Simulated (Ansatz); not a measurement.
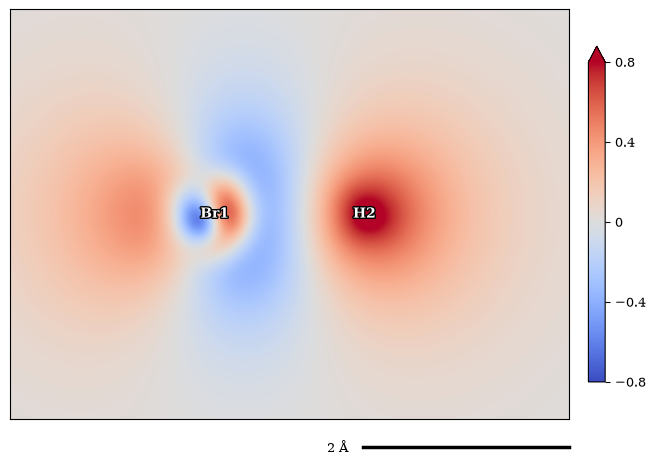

The picture shows: HBr (SMILES [BrH+]) (charge +1, doublet). The LUMO (α) on a plane that holds the molecular axis (values in Å⁻³ᐟ²; the overall sign is arbitrary).

Geometry: PBE0-D4/def2-TZVP.

These are results of UKS PBE0-D4/def2-TZVPP in Ansatz, not measurements.

Where does this orbital lie, and at what energy?

By Hirshfeld shares it lies mainly on Br1 (about 55 %) and H2 (about 45 %); it is of σ type. Its energy is −8.19 eV.
